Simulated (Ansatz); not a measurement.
## Electronic structure of AlF3H2O···H2O in real space

The calculation's input:

```
crystal:
  periodic: [false, false, false]
  atoms:
    - { symbol: Al, position_ang: [-0.992949, -1.564695, 0.298779] }
    - { symbol: O, position_ang: [1.808896, -0.314676, -0.400055] }
    - { symbol: F, position_ang: [-1.187195, -1.655621, -1.324501] }
    - { symbol: F, position_ang: [-0.538069, -2.854164, 1.193729] }
    - { symbol: H, position_ang: [-0.480631, 1.647878, 0.851815] }
    - { symbol: F, position_ang: [-1.628642, -0.181989, 1.103891] }
    - { symbol: H, position_ang: [1.620744, 0.623119, -0.234183] }
    - { symbol: O, position_ang: [0.083323, 2.195206, 0.287207] }
    - { symbol: H, position_ang: [1.821543, -0.390946, -1.362378] }
    - { symbol: H, position_ang: [-0.506919, 2.495787, -0.414403] }
basis:
  gaussian: { orbitals: "6-31G*" }
hamiltonian:
  xc: pbe0
  dispersion: d4
relax:
  f_tol: 0.03
  max_steps: 50
output:
  orbitals: {}
```

Command:

```sh
ansatz run input.yaml --threads 2 --pin off --max-ram 3072MiB --backend cpu --events-out ev --progress --plain --runs-dir out
```

The fields are those of the relaxed geometry.

Level of theory: Ansatz, RKS PBE0-D4/6-31G*.

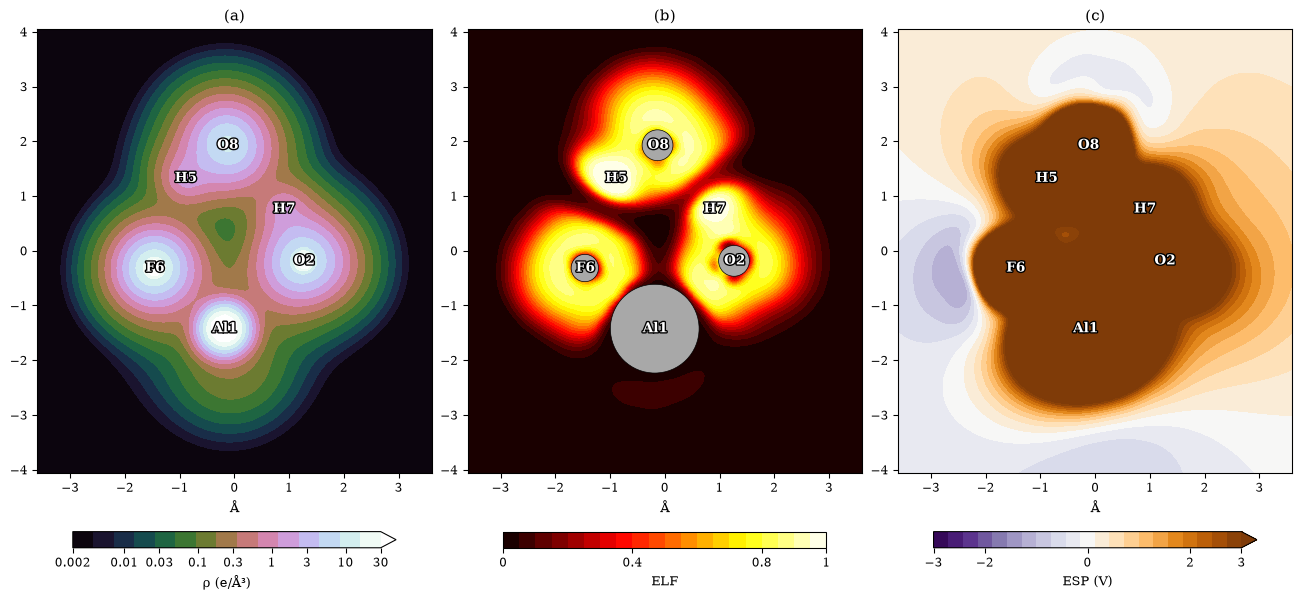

Figure 1. (a) total electron density; (b) ELF; (c) molecular electrostatic potential on the plane of atoms O2, Al1 and F6. Grey discs cover the atomic cores in the ELF map.

### Read the bonding off the picture.

- The section cuts through Al, O, H and F sites.
- O8···H7 (1.56 Å): the density falls to about 0.45 e/Å³ on the way; the ELF dips to about 0.30 between them (a closed-shell contact with the geometry of a hydrogen bond).
- Al–O (1.91 Å): ρ at the midpoint is about 0.54 e/Å³; the ELF peaks at about 0.90 in the valence shell of O, 0.6 Å from its nucleus, and is about 0.55 at the midpoint.
- O–H (0.98 Å): ρ is about 3.6 e/Å³ halfway; the ELF climbs to about 1 towards the hydrogen, as it does in any bond to H (an ordinary covalent bond to hydrogen).
- The ELF also peaks beside F6 and O8, away from the bonds: lone-pair regions.
- Outside the dense part of the complex the potential is most negative (−1.2 V) near F6.

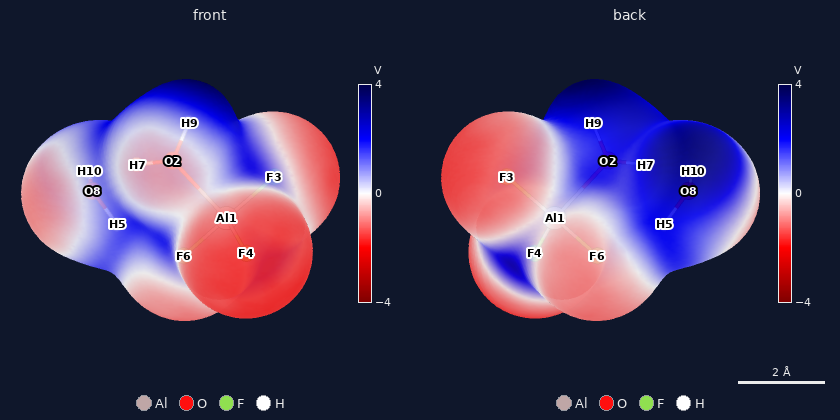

Figure 2. The molecular electrostatic potential painted on the density surface at 0.002 e/bohr³, seen from the front and from behind; the colour scale runs from red (negative) to blue (positive).

### Describe the electrostatic potential map.

The most negative region (about −1.7 V) lies over F4, the most positive (about +3.8 V) over H9.

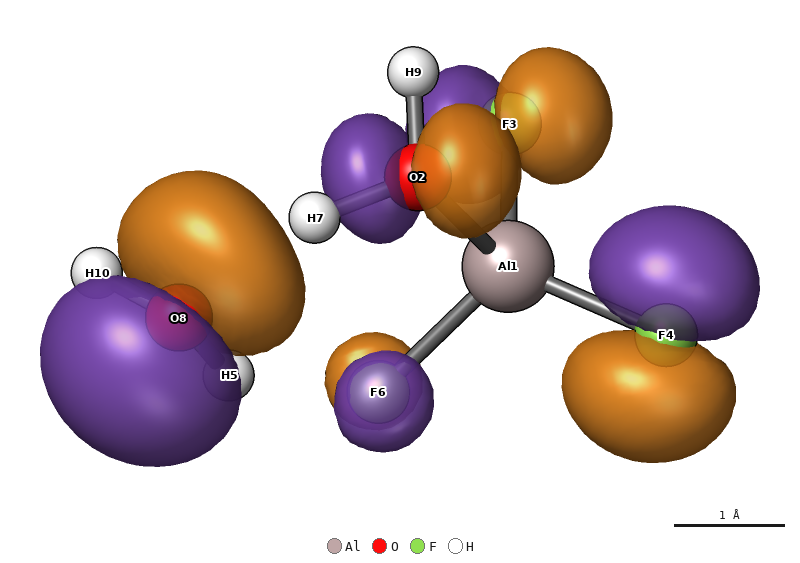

Figure 3. The HOMO−1 at ±0.1 Å⁻³ᐟ² (orange and purple are the two phases), seen at a tilt.

### What is the character of this orbital?

Its weight (Hirshfeld) is mainly on O8 (about 45 %), F4 (about 25 %), F3 (about 10 %) and O2 (about 5 %); largely a combination of lone pairs on O8, F4, F3 and O2. Its energy is −10.17 eV.
